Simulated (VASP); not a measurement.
# Ba: surface energy and work function by face, part 4 of 6

Aim: compare the low-index faces of Ba at one level of theory.

VASP 6.6.1; PBEsol; plane waves and PAW (Ba_sv).

So far. Step 4 (Relaxing the slab, 7 atoms, face Ba(110)): The run ended after 4 ionic steps, 0.003 eV below its first step, once the forces on the free atoms met EDIFFG = -0.03. Step 5 (Potential and states of the slab, 7 atoms, face Ba(110)): The vacuum level lies 2.43 eV above the Fermi level at the upper face; both faces agree, as the slab has next to no dipole.

### 6. Relaxing the slab, 9 atoms, face Ba(100)

System of this step: Ba(100). The cell holds 9 atoms: 9 Ba. Cell: a = 4.894 Å, b = 4.894 Å, c = 34.576 Å, α = 90.0°, β = 90.0°, γ = 90.0°. It derives from Ba. 9 layers of bcc Ba, cut at this functional's lattice. Vacuum lies along c.

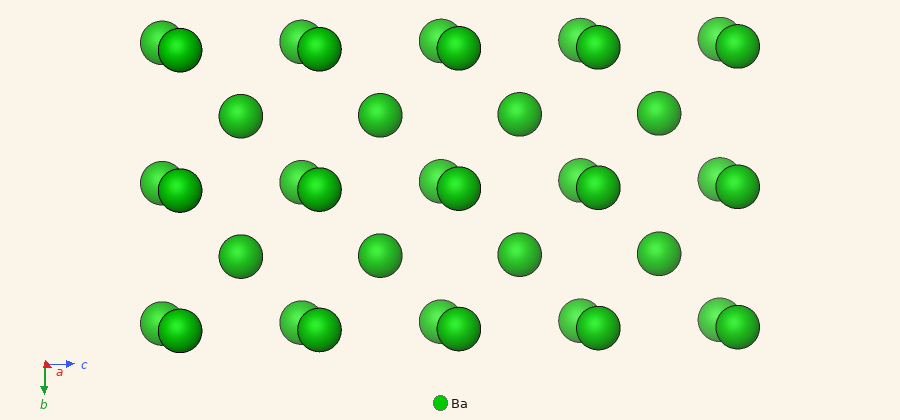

The cell of this step (barium green). 1×2×1 cells are drawn. Some periodic images of atoms are drawn too.

INCAR

```
SYSTEM = Ba
PREC = Normal
ENCUT = 320
EDIFF = 1E-05
NELM = 120
ISMEAR = 1
SIGMA = 0.15
LREAL = .FALSE.
ALGO = Fast
GGA = PS
NBANDS = 55
LORBIT = 11
LWAVE = .FALSE.
LCHARG = .FALSE.
KPAR = 4
IBRION = 2
NSW = 40
ISIF = 2
EDIFFG = -0.03
POTIM = 0.4
MAXMIX = 40
```

POSCAR

```
Ba
1.0
    4.8939373562      0.0000000000      0.0000000000
    0.0000000000      4.8939373562      0.0000000000
    0.0000000000      0.0000000000     34.5757494248
Ba
9
Direct
    0.0000000000      0.0000000000      0.2169150400
    0.5000000000      0.5000000000      0.2876862800
    0.0000000000      0.0000000000      0.3584575200
    0.5000000000      0.5000000000      0.4292287600
    0.0000000000      0.0000000000      0.5000000000
    0.5000000000      0.5000000000      0.5707712400
    0.0000000000      0.0000000000      0.6415424800
    0.5000000000      0.5000000000      0.7123137200
    0.0000000000      0.0000000000      0.7830849600
```

KPOINTS

```
Automatic mesh
0
Gamma
6 6 1
0 0 0
```

Potentials, in the order of the species: Ba_sv (PBE family, release 64).

The run is started by

```bash
> mpirun -np 4 vasp_std
```

Output:

```text
[banner, memory and clock lines left out]
running    4 mpi-ranks, on    1 nodes
 distrk:  each k-point on    1 cores,    4 groups
 distr:  one band on    1 cores,    1 groups

 POSCAR found type information on POSCAR Ba
 POSCAR found :  1 types and       9 ions
 [... a notice as in an earlier step ...]

 LDA part: xc-table for (Slater+PW92), standard interpolation
 POSCAR, INCAR and KPOINTS ok, starting setup
 FFT: planning ... GRIDC
 FFT: planning ... GRID_SOFT
 FFT: planning ... GRID
 WAVECAR not read
 entering main loop
       N       E                     dE             d eps       ncg     rms          rms(c)
DAV:   1     0.743186356211E+03    0.74319E+03   -0.27880E+04  1228   0.878E+02
DAV:   2     0.669188440663E+02   -0.67627E+03   -0.66894E+03  1487   0.242E+02
DAV:   3    -0.149172300440E+02   -0.81836E+02   -0.80471E+02  1641   0.843E+01
DAV:   4    -0.197969797812E+02   -0.48797E+01   -0.48346E+01  1680   0.186E+01
DAV:   5    -0.200087452075E+02   -0.21177E+00   -0.21044E+00  1736   0.356E+00    0.583E+00
RMM:   6    -0.244059760515E+02   -0.43972E+01   -0.26062E+01  1325   0.501E+00    0.666E+00
RMM:   7    -0.183380447498E+02    0.60679E+01   -0.29602E+00  1318   0.310E+00    0.291E+00
RMM:   8    -0.181515730880E+02    0.18647E+00   -0.16590E+00  1343   0.206E+00    0.149E+00
RMM:   9    -0.181478657812E+02    0.37073E-02   -0.12672E+00  1419   0.123E+00    0.457E-01
RMM:  10    -0.181539596898E+02   -0.60939E-02   -0.29754E-01  1381   0.662E-01    0.269E-01
RMM:  11    -0.181671683900E+02   -0.13209E-01   -0.17117E-01  1410   0.419E-01    0.181E-01
RMM:  12    -0.181779187785E+02   -0.10750E-01   -0.82822E-02  1403   0.236E-01    0.980E-02
RMM:  13    -0.181839494915E+02   -0.60307E-02   -0.47956E-02  1343   0.187E-01    0.707E-02
RMM:  14    -0.181878704064E+02   -0.39209E-02   -0.32418E-02  1316   0.118E-01    0.448E-02
RMM:  15    -0.181898061213E+02   -0.19357E-02   -0.18771E-02  1267   0.899E-02    0.185E-02
RMM:  16    -0.181911166397E+02   -0.13105E-02   -0.14569E-02  1059   0.623E-02    0.118E-02
RMM:  17    -0.181921374605E+02   -0.10208E-02   -0.88034E-03  1026   0.445E-02    0.978E-03
RMM:  18    -0.181929832557E+02   -0.84580E-03   -0.66603E-03   994   0.345E-02    0.688E-03
RMM:  19    -0.181937413447E+02   -0.75809E-03   -0.47370E-03   882   0.304E-02    0.777E-03
RMM:  20    -0.181941555455E+02   -0.41420E-03   -0.34584E-03   959   0.265E-02    0.456E-03
RMM:  21    -0.181944541096E+02   -0.29856E-03   -0.26872E-03   758   0.191E-02    0.491E-03
RMM:  22    -0.181946567449E+02   -0.20264E-03   -0.20237E-03   579   0.148E-02    0.594E-03
RMM:  23    -0.181948208659E+02   -0.16412E-03   -0.16262E-03   520   0.117E-02    0.940E-03
RMM:  24    -0.181949367031E+02   -0.11584E-03   -0.12305E-03   535   0.102E-02    0.922E-03
RMM:  25    -0.181950209297E+02   -0.84227E-04   -0.97389E-04   773   0.110E-02    0.722E-03
RMM:  26    -0.181950933248E+02   -0.72395E-04   -0.76529E-04   514   0.819E-03    0.730E-03
RMM:  27    -0.181951547905E+02   -0.61466E-04   -0.61375E-04   385   0.672E-03    0.871E-03
RMM:  28    -0.181951978635E+02   -0.43073E-04   -0.49032E-04   531   0.715E-03    0.773E-03
RMM:  29    -0.181952318462E+02   -0.33983E-04   -0.40011E-04   633   0.723E-03    0.614E-03
RMM:  30    -0.181952608405E+02   -0.28994E-04   -0.32239E-04   553   0.633E-03    0.514E-03
RMM:  31    -0.181952853557E+02   -0.24515E-04   -0.25135E-04   429   0.514E-03    0.547E-03
RMM:  32    -0.181953060781E+02   -0.20722E-04   -0.20962E-04   365   0.455E-03    0.577E-03
RMM:  33    -0.181953214898E+02   -0.15412E-04   -0.16250E-04   347   0.432E-03    0.570E-03
RMM:  34    -0.181953350236E+02   -0.13534E-04   -0.14024E-04   341   0.417E-03    0.593E-03
RMM:  35    -0.181953460752E+02   -0.11052E-04   -0.10483E-04   322   0.368E-03    0.675E-03
RMM:  36    -0.181953533029E+02   -0.72277E-05   -0.90315E-05   378   0.413E-03
   1 F= -.18195353E+02 E0= -.18199228E+02  d E =-.181954E+02
 curvature:   0.00 expect dE= 0.000E+00 dE for cont linesearch  0.000E+00
 trial: gam= 0.00000 g(F)=  0.302E-02 g(S)=  0.000E+00 ort = 0.000E+00 (trialstep = 0.100E+01)
 search vector abs. value=  0.302E-02
 bond charge predicted
       N       E                     dE             d eps       ncg     rms          rms(c)
DAV:   1    -0.181967665090E+02   -0.14204E-02   -0.20066E-01  1321   0.141E+00    0.734E-02
RMM:   2    -0.181979418104E+02   -0.11753E-02   -0.91710E-03  1167   0.299E-01    0.113E-01
RMM:   3    -0.182000556697E+02   -0.21139E-02   -0.69930E-03  1330   0.155E-01    0.135E-01
RMM:   4    -0.181980946162E+02    0.19611E-02   -0.82294E-04  1326   0.798E-02    0.706E-02
RMM:   5    -0.181978502254E+02    0.24439E-03   -0.24389E-04  1292   0.361E-02    0.640E-02
RMM:   6    -0.181977308160E+02    0.11941E-03   -0.50055E-05  1010   0.170E-02    0.582E-02
RMM:   7    -0.181973302983E+02    0.40052E-03   -0.45740E-04  1052   0.257E-02    0.342E-02
RMM:   8    -0.181972098790E+02    0.12042E-03   -0.73158E-04  1078   0.281E-02    0.106E-02
RMM:   9    -0.181972211492E+02   -0.11270E-04   -0.12195E-04   874   0.141E-02    0.108E-02
RMM:  10    -0.181972252815E+02   -0.41323E-05   -0.64583E-05   703   0.799E-03
   2 F= -.18197225E+02 E0= -.18203039E+02  d E =-.187198E-02
[...]
3 F= -.18207579E+02 E0= -.18213914E+02  d E =-.122257E-01
 curvature:  -2.79 expect dE=-0.251E-02 dE for cont linesearch -0.220E-02
 ZBRENT: increasing intervall
 opt :  10.0000  next Energy=   -18.209698 (dE=-0.143E-01)
 bond charge predicted
       N       E                     dE             d eps       ncg     rms          rms(c)
DAV:   1    -0.181980382907E+02    0.95377E-02   -0.73151E+00  1100   0.841E+00    0.439E-01
RMM:   2    -0.182264878793E+02   -0.28450E-01   -0.17523E-01  1239   0.143E+00    0.275E-01
RMM:   3    -0.182185451720E+02    0.79427E-02   -0.26873E-02  1627   0.484E-01    0.192E-01
RMM:   4    -0.182218809835E+02   -0.33358E-02   -0.96424E-03  1721   0.225E-01    0.218E-01
RMM:   5    -0.182239694470E+02   -0.20885E-02   -0.47150E-03  1720   0.131E-01    0.238E-01
RMM:   6    -0.182240637243E+02   -0.94277E-04   -0.19204E-03  1552   0.826E-02    0.241E-01
RMM:   7    -0.182266874554E+02   -0.26237E-02   -0.18579E-03  1534   0.679E-02    0.267E-01
RMM:   8    -0.182241881443E+02    0.24993E-02   -0.66361E-04  1479   0.523E-02    0.271E-01
RMM:   9    -0.182212350032E+02    0.29531E-02   -0.73132E-04  1381   0.452E-02    0.252E-01
RMM:  10    -0.182196478611E+02    0.15871E-02   -0.81992E-04  1281   0.374E-02    0.229E-01
RMM:  11    -0.182184822894E+02    0.11656E-02   -0.51110E-04  1146   0.267E-02    0.212E-01
RMM:  12    -0.182187266761E+02   -0.24439E-03   -0.14454E-04  1039   0.206E-02    0.217E-01
RMM:  13    -0.182144522545E+02    0.42744E-02   -0.30041E-03  1437   0.711E-02    0.189E-01
RMM:  14    -0.182139705357E+02    0.48172E-03   -0.14670E-03  1081   0.369E-02    0.165E-01
RMM:  15    -0.182128896174E+02    0.10809E-02   -0.16145E-03  1274   0.444E-02    0.134E-01
RMM:  16    -0.182112136376E+02    0.16760E-02   -0.40400E-03  1365   0.666E-02    0.902E-02
RMM:  17    -0.182108478806E+02    0.36576E-03   -0.31898E-03  1275   0.527E-02    0.689E-02
RMM:  18    -0.182105012678E+02    0.34661E-03   -0.15933E-03  1312   0.527E-02    0.503E-02
RMM:  19    -0.182105635052E+02   -0.62237E-04   -0.22555E-03  1303   0.497E-02    0.271E-02
RMM:  20    -0.182107678344E+02   -0.20433E-03   -0.12923E-03  1077   0.340E-02    0.416E-02
RMM:  21    -0.182108091667E+02   -0.41332E-04   -0.26843E-04   975   0.194E-02    0.441E-02
RMM:  22    -0.182107315999E+02    0.77567E-04   -0.95641E-05   968   0.152E-02    0.336E-02
RMM:  23    -0.182106703194E+02    0.61281E-04   -0.42677E-04  1136   0.287E-02    0.126E-02
RMM:  24    -0.182106843112E+02   -0.13992E-04   -0.99913E-05   890   0.124E-02    0.102E-02
RMM:  25    -0.182106913621E+02   -0.70510E-05   -0.40377E-05   776   0.740E-03
   4 F= -.18210691E+02 E0= -.18216721E+02  d E =-.153381E-01
 curvature:  -2.69 expect dE=-0.137E-03 dE for cont linesearch -0.456E-04
 trial: gam=-0.05803 g(F)=  0.510E-04 g(S)=  0.000E+00 ort = 0.226E-03 (trialstep = 0.280E+01)
 search vector abs. value=  0.349E-04
 reached required accuracy - stopping structural energy minimisation
```

The job ended after 4 min (4 MPI ranks of Intel Xeon Platinum 8488C (Sapphire Rapids), shared host; peak memory 1.6 GiB).

OUTCAR, selected parts (step 6):

```text
   k-points           NKPTS =     10   k-points in BZ     NKDIM =     10   number of bands    NBANDS=     55

   ENCUT  =  320.0 eV  23.52 Ry    4.85 a.u.   7.14  7.14 50.43*2*pi/ulx,y,z

   NELECT =      90.0000    total number of electrons

 E-fermi :   0.3546

 k-point     1 :       0.0000    0.0000    0.0000
  band No.  band energies     occupation
    ...
     44      -0.2225      2.00000
     45      -0.0973      2.00017
     46      -0.0509      2.00089
     47       0.0094      2.00537
     48       0.1597      2.06935
     49       0.5525     -0.06852
     50       0.9699     -0.00000
     51       1.0492     -0.00000
     52       1.0761     -0.00000
     53       1.5251     -0.00000
    ...

  Total       -1.2348276     -1.2348276      0.0403067      0.0000000      0.0000000      0.0000000
  in kB       -2.3890679     -2.3890679      0.0779828      0.0000000      0.0000000      0.0000000
  external PRESSURE =      -1.5667176 kB  Pullay stress =       0.0000000 kB

 POSITION                                       TOTAL-FORCE (eV/Angst)
 -----------------------------------------------------------------------------------
      4.89394      4.89394      7.47227        -0.000000     -0.000000     -0.007836
      2.44697      2.44697     10.00067        -0.000000      0.000000      0.017292
      4.89394      4.89394     12.34957         0.000000     -0.000000     -0.004894
      2.44697      2.44697     14.85494        -0.000000     -0.000000     -0.016622
      0.00000      4.89394     17.28787        -0.000000      0.000000     -0.000000
      2.44697      2.44697     19.72081         0.000000      0.000000      0.016622
      0.00000      0.00000     22.22618        -0.000000      0.000000      0.004894
      2.44697      2.44697     24.57507        -0.000000      0.000000     -0.017292
      0.00000      4.89394     27.10348        -0.000000     -0.000000      0.007836
 -----------------------------------------------------------------------------------
    total drift:                               -0.000000     -0.000000     -0.000000

  FREE ENERGIE OF THE ION-ELECTRON SYSTEM (eV)
  ---------------------------------------------------
  free  energy   TOTEN  =       -18.2106913621 eV

  energy  without entropy=      -18.2287789930  energy(sigma->0) =      -18.21672057

[... 1 part as in an earlier step ...]

[... 15 further parts left out ...]
```

The run keeps the 16 symmetry operations of its start, so it cannot find a distortion of lower symmetry.

The steps of the relaxation:

```tsv
step	energy less that of the first step (eV)	largest force (eV/Å)
1	0.0000	0.1392
2	-0.0019	0.1302
3	-0.0122	0.0708
4	-0.0153	0.0173
```

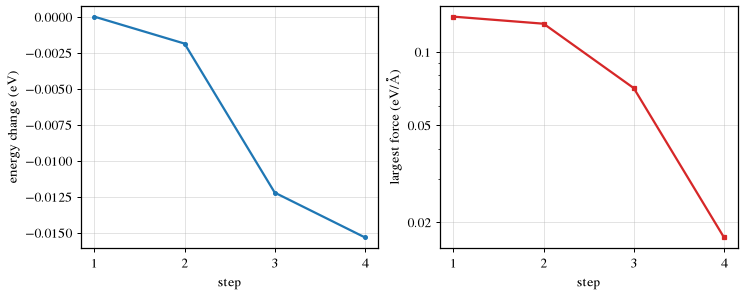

Energy and largest force along the relaxation.

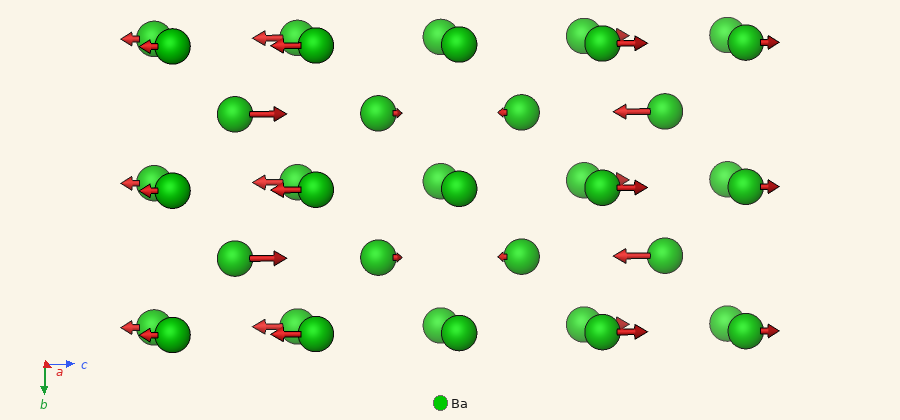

Displacements in the relaxation, exaggerated; the longest in the cell stands for 0.05 Å. 1×2×1 cells are drawn. Some periodic images of atoms are drawn too.

The atoms that moved most (Å):

```tsv
atom	dx	dy	dz	length
Ba8	0.000	0.000	-0.054	0.054
Ba2	0.000	0.000	0.054	0.054
Ba7	0.000	0.000	0.044	0.044
Ba3	0.000	0.000	-0.044	0.044
Ba1	0.000	0.000	-0.028	0.028
Ba9	0.000	0.000	0.028	0.028
Ba6	0.000	0.000	-0.014	0.014
Ba4	0.000	0.000	0.014	0.014
```

The relaxed structure:

```xyz
9
Lattice="4.8939 0.0000 0.0000 0.0000 4.8939 0.0000 0.0000 0.0000 34.5757" Properties=species:S:1:pos:R:3
Ba    0.0000    0.0000    7.4723
Ba    2.4470    2.4470   10.0007
Ba    0.0000    0.0000   12.3496
Ba    2.4470    2.4470   14.8549
Ba    0.0000    0.0000   17.2879
Ba    2.4470    2.4470   19.7208
Ba    0.0000    0.0000   22.2262
Ba    2.4470    2.4470   24.5751
Ba    0.0000    0.0000   27.1035
```

This step gave:

| Quantity | Value |
| --- | --- |
| electronic cycles | 86 |
| electrons | 90 |
| free energy (TOTEN) | -18.21 eV |
| energy at zero smearing | -18.22 eV |
| Fermi energy | 0.3546 eV |

The run ended after 4 ionic steps, 0.015 eV below its first step, once the forces on the free atoms met EDIFFG = -0.03.

(Part 4 of 6 ends here.)

[Lines on the potential files, build, host, timing and source positions are cut from VASP's logs without a mark.]

[Logs are printed without paths, hosts, clocks, repeated set-up lines and the standing remarks that a program may print on its own settings, such as how far it seeks lower states.]

[Hosts, paths, dates, database ids (printed as entryN), source tags and the programs' standing remarks are cut or masked in the printed files.]

[Runs that stopped without an error message from VASP are left out.]
